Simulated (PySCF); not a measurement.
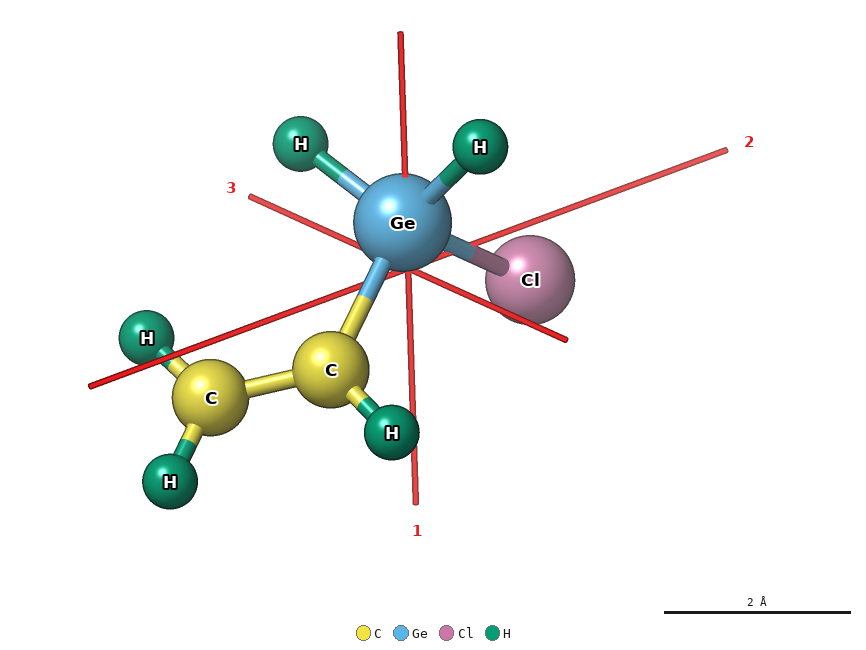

The three principal axes of inertia are drawn and numbered. Distant atoms are faded towards the background colour. The geometry was computed by an optimisation with PBE0-D3(BJ)/def2-SVP. No frequency run is at hand to confirm it as a minimum. Masses are those of the most abundant isotopes; constants are for the rigid equilibrium geometry.

> Which line is the a axis (least moment of inertia), which b and which c?

a is line 2, b is line 1, c is line 3; the moments are 70.5, 243, 290 u Å².

> What kind of rotor is it, and what are its rotational constants in MHz?

An asymmetric top (C1): A = 7164, B = 2080, C = 1743 MHz. Ray's parameter κ is −0.88, close to the prolate limit.
